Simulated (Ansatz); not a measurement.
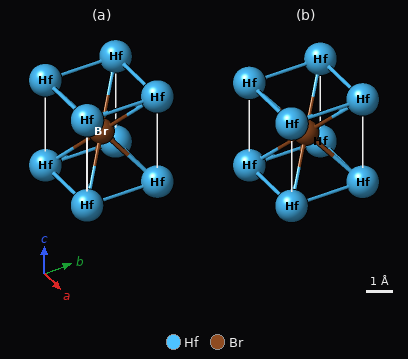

The structure of a crystal of HfBr (a generated structure, set up in P4/mmm) before (left) and after (right) a relaxation, at one scale.

Style: ball-and-stick. Shown: the cell of the calculation, from a free direction.

The calculation used DFT PBE, scalar-relativistic, plane waves, PAW; settings changed (Ansatz 0.2.0).

The input:
```yaml
crystal:
  lattice:
    - [3.1993443515, 0.0, 0.0]
    - [0.0, 3.1993443515, 0.0]
    - [0.0, 0.0, 4.057819664]
  atoms:
    - { symbol: Hf, position: [0.0, 0.0, 0.0] }
    - { symbol: Br, position: [0.5, 0.5, 0.5] }
basis:
  ecutwfc: 420
  ecutrho_ratio: 4
kpoints:
  mp_grid: { grid: [18, 18, 14], shift: [0.5, 0.5, 0.5] }
hamiltonian:
  xc: pbe
scf:
  occupations: { method: gaussian, width: 0.1 }
output:
  forces: true
  eigenvalues: true
  stress: true
relax:
  adjacent_minimum: "off"
  f_tol: 0.05
  max_steps: 80
  cell: { stress_tol: 0.05 }
  max_displacement: 0.3
```

Command:
```bash
ansatz run input.yaml --threads 1 --pin off --max-ram 2048MiB --backend cpu --events-out ev --progress --plain --runs-dir out
```

> Summarise the run.

No atom moves by more than 0.005 Å relative to the cell. The drawn cell changes as follows: a = b 3.199 → 3.239 Å (+1.2 %), c 4.058 → 3.928 Å (−3.2 %); the volume changes by −0.8 %. Near-neighbour distances that change, for instance: Hf1–Hf1 3.199 → 3.239 Å, Hf1–Br2 3.039 → 3.017 Å. The space group stays P4/mmm (No. 123). After 4 accepted moves (5 points after the start) the energy has fallen by 5.9 meV per cell of the calculation. All forces vanish by symmetry, so only the cell relaxes. Pressure: 0.46 GPa at the start and 0.01 GPa at the end. The SCF was repeated once at an unchanged geometry on a basis and grid sized afresh for the cell, which shifted the energy by less than 0.05 meV per cell of the calculation at most.
